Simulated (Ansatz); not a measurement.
# Ligand exchange: CH3Br + InH2(SH) → CH4S + InH2Br

Species: CH3Br (bromomethane) `CBr`, singlet; InH2(SH), singlet; CH4S `CS`, singlet; InH2Br `[Br][InH2]`, singlet. The partners trade Br for SH: C–Br and In–SH bonds give way to C–SH and In–Br.

Shapes, held fixed at every level: PBE0-D4/def2-TZVP. Programs: Ansatz 0.2.0. The zero-point and thermal change to 298 K, harmonic and unscaled (PBE0-D4/def2-TZVP), is +1.2 kJ/mol.

```json
{"level": "HF/def2-SVP", "kind": "Hartree–Fock", "ΔH(298 K) (kJ/mol)": "-61.1", "less CCSD(T)/def2-TZVPP": "-17.3"}
{"level": "HF/def2-TZVPP", "kind": "Hartree–Fock", "ΔH(298 K) (kJ/mol)": "-61.6", "less CCSD(T)/def2-TZVPP": "-17.8"}
{"level": "B3LYP-D4/def2-TZVPP", "kind": "global hybrid", "ΔH(298 K) (kJ/mol)": "-47.3", "less CCSD(T)/def2-TZVPP": "-3.5"}
{"level": "PBE0-D4/def2-TZVPP", "kind": "global hybrid", "ΔH(298 K) (kJ/mol)": "-48.2", "less CCSD(T)/def2-TZVPP": "-4.4"}
{"level": "MP2/def2-TZVPP", "kind": "perturbation theory", "ΔH(298 K) (kJ/mol)": "-43.9", "less CCSD(T)/def2-TZVPP": "-0.1"}
{"level": "CCSD/def2-SVP", "kind": "coupled cluster or CI", "ΔH(298 K) (kJ/mol)": "-55.9", "less CCSD(T)/def2-TZVPP": "-12.1"}
{"level": "CCSD(T)/def2-TZVPP", "kind": "coupled cluster or CI", "ΔH(298 K) (kJ/mol)": "-43.8", "less CCSD(T)/def2-TZVPP": "0.0"}
```

The highest level, CCSD(T)/def2-TZVPP, gives ΔH(298 K) = -43.8 kJ/mol; the levels span -61.6 to -43.8. The column of differences is taken from that level and isn't an error. No measured value is set beside it here. For atoms past krypton def2 sets carry core potentials with scalar relativity. Relativity is left out for Br unless named. Correlated rows may include outer-core shells of Br, In, which these sets cover unevenly.

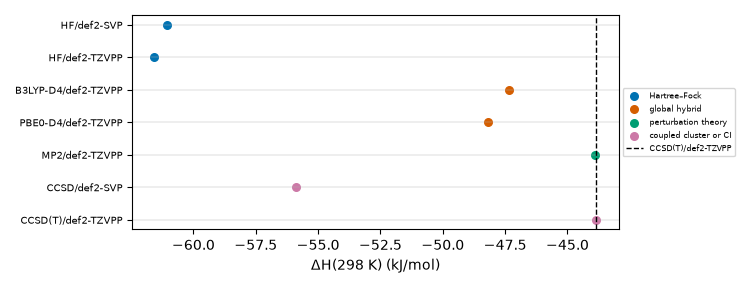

The values of the table, level by level.
